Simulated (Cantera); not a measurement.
A closed system holds: 1 mol Pb, 0.051 mol CO₂, 5.6 mol H₂, 0.1 mol CO, at 19.0 mbar.

Cantera equilibrium calculation (NASA polynomials, part measured and part estimated; ideal gas, pure solids and liquids). Candidate condensed phases: C, C₆H₆, C₇H₈, C₈H₁₈, H₂O, Pb, PbO, PbO₂, Pb₃O₄; 113 gas species. The numbers say what is thermodynamically allowed, not how fast it happens.

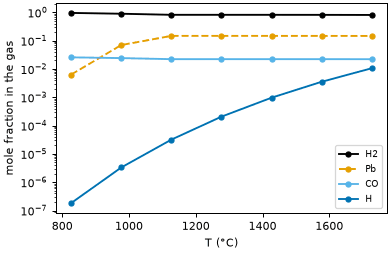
Figure. Equilibrium gas composition (values under 1e-9 drawn at 1e-9)

Problem. Read off the mole fractions at 827 °C.

Solution. H₂ about 0.96, CO about 0.026, Pb about 0.0064, H about 1.8e-7.
